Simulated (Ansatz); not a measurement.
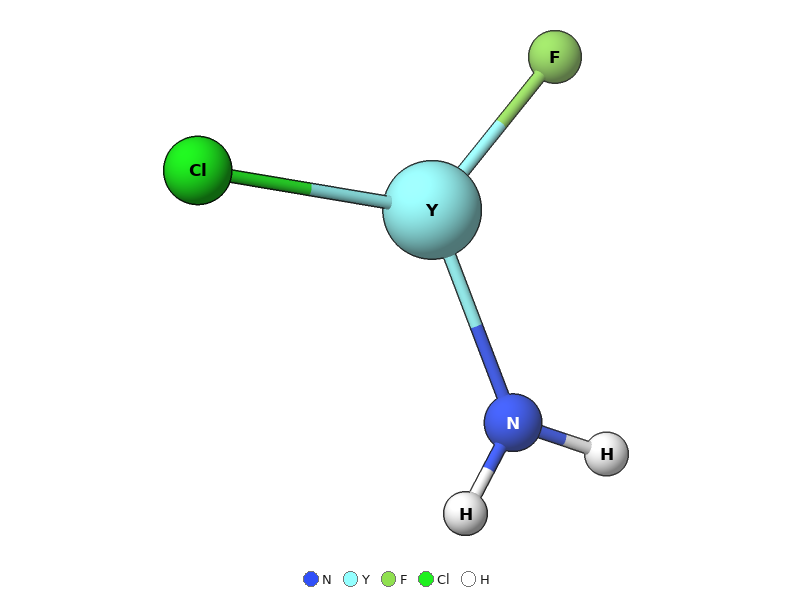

Ball-and-stick drawing of a structure.

The species is neutral and a spin singlet. The computed structure is the end point of a PBE0-D4/def2-TZVP optimisation.

Identify the structure.

The molecule is ClFH₂NY. SMILES: `[NH2][Y]([F])[Cl]`. The point group is Cs. All atoms lie on one plane. Coordination: 1 N trigonal planar; 1 Y trigonal planar.

More results for the same structure follow; atom numbers are the same in all pictures, views and colours differ.

### Dipole moment

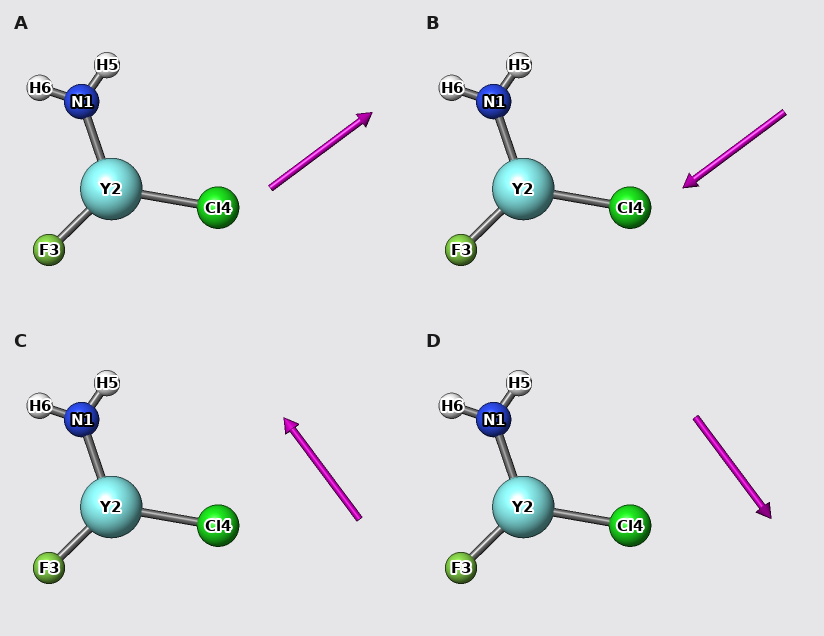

The same molecule four times, each with an arrow. Level of theory: RKS r2SCAN-D4/def2-TZVPP, core potentials on Y (Ansatz 0.2.0).

Question: Which arrow points along the dipole moment, from the negative to the positive end?

Answer: C. The dipole moment is 2.60 D; it points from the side of Cl4 to the side of H6 (the outermost atoms at the two ends).

### Charges

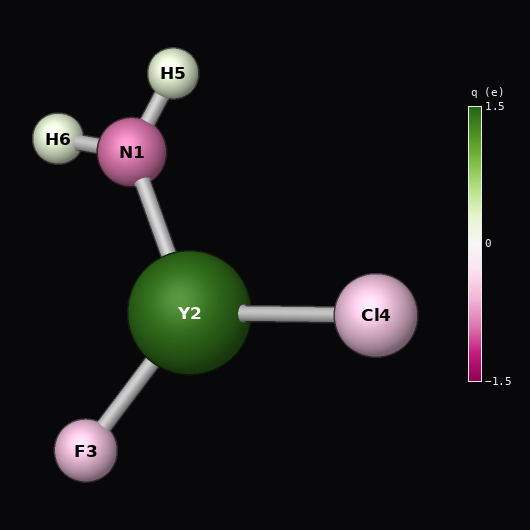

Atoms are coloured by their Mulliken charges. Properties computed with RKS PBE0-D4/def2-TZVP, core potentials on Y (Ansatz 0.2.0).

Give the Mulliken charges atom by atom.

```json
{"atom": "N1", "value (e)": "−0.88"}
{"atom": "Y2", "value (e)": "1.40"}
{"atom": "F3", "value (e)": "−0.51"}
{"atom": "Cl4", "value (e)": "−0.48"}
{"atom": "H5", "value (e)": "0.24"}
{"atom": "H6", "value (e)": "0.24"}
```

### Vibrations

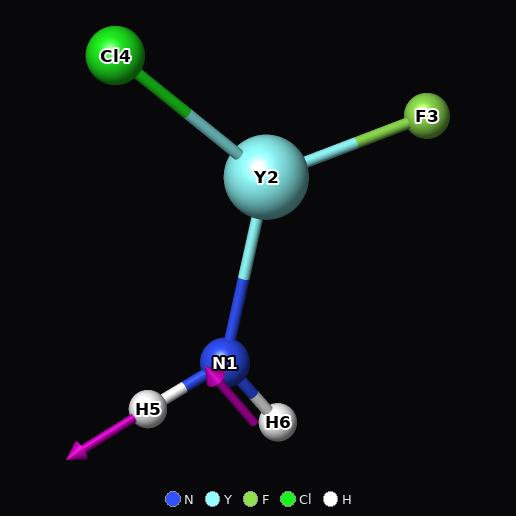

The arrows show one normal mode. Harmonic vibrations computed with RKS PBE0-D4/def2-TZVP, core potentials on Y (Ansatz 0.2.0) at a stationary point of the same level.

Question: What kind of motion is it?

Answer: Mostly out-of-phase stretching of 2 N–H bonds.

Question: At what wavenumber does it lie?

Answer: 3616 cm⁻¹; it is mode 12 of 12 counted from the lowest.

### Thermal motion

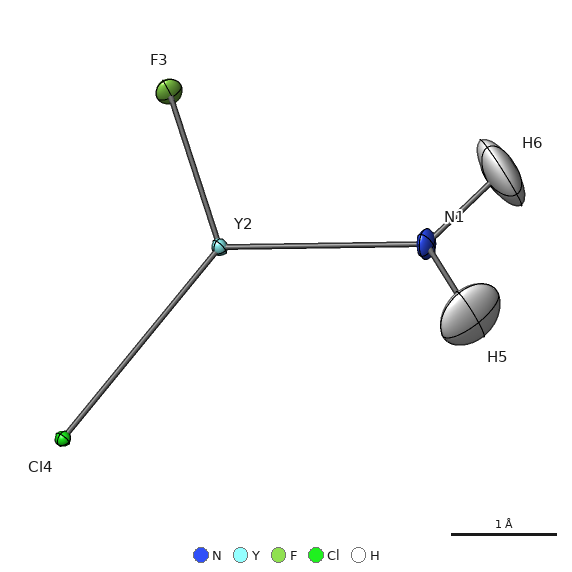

Displacement ellipsoids at the 50 % level, from the internal vibrations of the free molecule (harmonic, no overall translation or rotation; no half-axis is drawn under 0.075 Å). Vibrations computed with RKS PBE0-D4/def2-TZVP, core potentials on Y (Ansatz 0.2.0). Temperature: 100 K.

Question: Which atom moves most?

Answer: H6, with U_eq = 0.0450 Å².

Question: Does H6 move more along its bond or across it?

Answer: Across it: the root-mean-square amplitude is 0.107 Å along the bond and up to 0.286 Å across, since bending and torsion are softer than stretching.

Give the displacement parameters, one line for each set of equivalent atoms.

```
atom  U_eq (Å²)   rms amplitudes (Å)
  N1     0.0074  0.047, 0.091, 0.108
  Y2     0.0018  0.018, 0.026, 0.066
  F3     0.0074  0.043, 0.083, 0.115
 Cl4     0.0022  0.037, 0.051, 0.052
  H5     0.0378  0.090, 0.219, 0.239
  H6     0.0450  0.098, 0.210, 0.286
```

Mulliken values depend strongly on the basis set and can even reverse the polarity of a bond.
